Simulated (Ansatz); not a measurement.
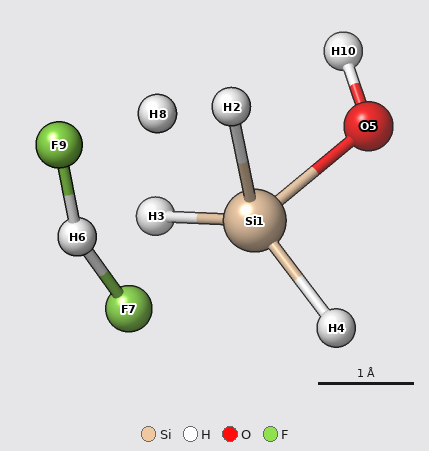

The structure (ball-and-stick view, seen at a tilt; atoms are numbered from 1 in the order of the input). Bond lengths as drawn: F–H 1.11 to 1.16 Å, H–O 0.96 Å, H–Si 1.47 to 1.68 Å and O–Si 1.66 Å.

**SiH6OF2: a changed input and its effect**

System: SiH6OF2.
Method of run A: RKS SPW92 (LDA)/def2-TZVPP (Ansatz 0.2.0).

The geometry comes from this level: PBE0-D4/def2-TZVP. Text and figures count atoms from 1; the logs count them from 0 in places.

The input, run A:
```yaml
crystal:
  periodic: [false, false, false]
  atoms:
    - {symbol: Si, position_ang: [0.703208, 0.396193, -0.030600]}
    - {symbol: H, position_ang: [-0.970876, 0.344791, -0.164419]}
    - {symbol: H, position_ang: [1.335452, -0.592105, -0.927026]}
    - {symbol: H, position_ang: [1.265201, 1.019358, 1.174245]}
    - {symbol: O, position_ang: [0.604595, 1.772083, -0.960584]}
    - {symbol: H, position_ang: [-0.668175, -1.518315, 0.974772]}
    - {symbol: F, position_ang: [0.405202, -1.105066, 1.140020]}
    - {symbol: H, position_ang: [-1.366500, -0.446322, 0.096821]}
    - {symbol: F, position_ang: [-1.710526, -1.540371, 0.589143]}
    - {symbol: H, position_ang: [0.402417, 1.669755, -1.892373]}
basis:
  gaussian: {orbitals: def2-TZVPP}
hamiltonian: {xc: lda}
```

Launched with:
```bash
ansatz run in.yaml --threads 4 --pin off --events-out ev --progress --plain --max-ram 9574MiB
```

Hardware: 4 threads of Arm Neoverse V1, 23 GiB of memory available, shared host.

Output (run A):
```
Functional definition: SPW92
  exchange = slater_x
  correlation = pw_c
1105 factors; their error is unknown
mean field evaluation 1: about -15370.8958 eV, gradient 7.1e1 eV
mean field evaluation 2: about -15323.0162 eV, gradient 1.7e2 eV
mean field evaluation 4: about -15378.2260 eV, gradient 1.8e1 eV
mean field evaluation 8: about -15378.6315 eV, gradient 1.2e-1 eV
mean field evaluation 16: about -15378.6122 eV, gradient 7.2e-5 eV
mean field -15378.61220330 eV, -565.1535744737 hartree, gradient 5.3e-5 eV, S^2 0.000000; 0 other end points of the search recorded, 0 dependent functions left out
reference -15378.61223717 eV, -565.1535757182 hartree; 23, 23 occupied and 196, 196 virtual orbitals, 1105 factors
Total energy: -15378.61223717 eV, -565.1535757182 hartree
```

The input of run B differs as follows (lines with − go, lines with + come):
```diff
-    - {symbol: Si, position_ang: [0.703208, 0.396193, -0.030600]}
-    - {symbol: H, position_ang: [-0.970876, 0.344791, -0.164419]}
-    - {symbol: H, position_ang: [1.335452, -0.592105, -0.927026]}
-    - {symbol: H, position_ang: [1.265201, 1.019358, 1.174245]}
-    - {symbol: O, position_ang: [0.604595, 1.772083, -0.960584]}
-    - {symbol: H, position_ang: [-0.668175, -1.518315, 0.974772]}
-    - {symbol: F, position_ang: [0.405202, -1.105066, 1.140020]}
-    - {symbol: H, position_ang: [-1.366500, -0.446322, 0.096821]}
-    - {symbol: F, position_ang: [-1.710526, -1.540371, 0.589143]}
-    - {symbol: H, position_ang: [0.402417, 1.669755, -1.892373]}
+    - {symbol: Si, position_ang: [0.633201, 0.746784, -0.292661]}
+    - {symbol: H, position_ang: [-0.846901, 0.476918, -0.179528]}
+    - {symbol: H, position_ang: [1.253883, -0.445776, -0.914624]}
+    - {symbol: H, position_ang: [1.157090, 1.064363, 1.046543]}
+    - {symbol: O, position_ang: [0.842783, 2.093234, -1.211605]}
+    - {symbol: H, position_ang: [-0.463984, -1.912116, 1.357211]}
+    - {symbol: F, position_ang: [0.425730, -1.703226, 1.545434]}
+    - {symbol: H, position_ang: [-1.712764, -0.768384, 0.214870]}
+    - {symbol: F, position_ang: [-1.996205, -1.579247, 0.591692]}
+    - {symbol: H, position_ang: [0.707170, 2.027448, -2.157334]}
```

How does run B compare with run A?

With the same method and basis, run B lies 6.8 kcal/mol lower.

Output (run B):
```
Functional definition: SPW92
  exchange = slater_x
  correlation = pw_c
1105 factors; their error is unknown
mean field evaluation 1: about -15370.5179 eV, gradient 7.4e1 eV
mean field evaluation 2: about -15330.8403 eV, gradient 1.6e2 eV
mean field evaluation 4: about -15378.6767 eV, gradient 1.4e1 eV
mean field evaluation 8: about -15378.9273 eV, gradient 1.7e-1 eV
mean field evaluation 16: about -15378.9068 eV, gradient 9.4e-5 eV
mean field -15378.90684833 eV, -565.1644024787 hartree, gradient 1.7e-5 eV, S^2 0.000000; 0 other end points of the search recorded, 0 dependent functions left out
reference -15378.90688202 eV, -565.1644037166 hartree; 23, 23 occupied and 196, 196 virtual orbitals, 1105 factors
Total energy: -15378.90688202 eV, -565.1644037166 hartree
```

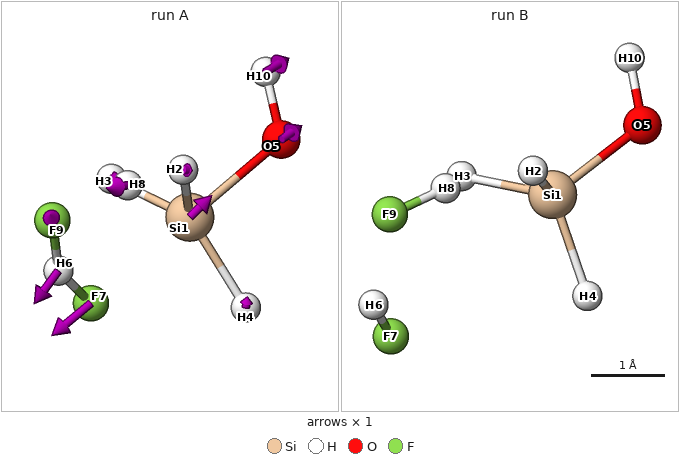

The two input geometries at one scale (ball-and-stick view, seen at a tilt). The pink arrows on the first give the shifts of the atoms after the best rigid fit, at true length. The largest move after the best rigid fit is that of F7, 0.72 Å. By element the largest moves are F 0.72 Å, H 0.58 Å, O 0.47 Å, Si 0.44 Å. Among the contacts that change: H6–F9 1.112 → 1.745 Å, H8–F9 1.248 → 0.938 Å, H6–F7 1.162 → 0.933 Å, Si1–H2 1.680 → 1.509 Å.

The two runs side by side:

| quantity | run A | run B |
| --- | --- | --- |
| outcome | converged | converged |
| total energy (hartree) | −565.153576 | −565.164404 |
| basis functions | 219 | 219 |
| wall time (shared host) | 0.85 s | 0.8 s |
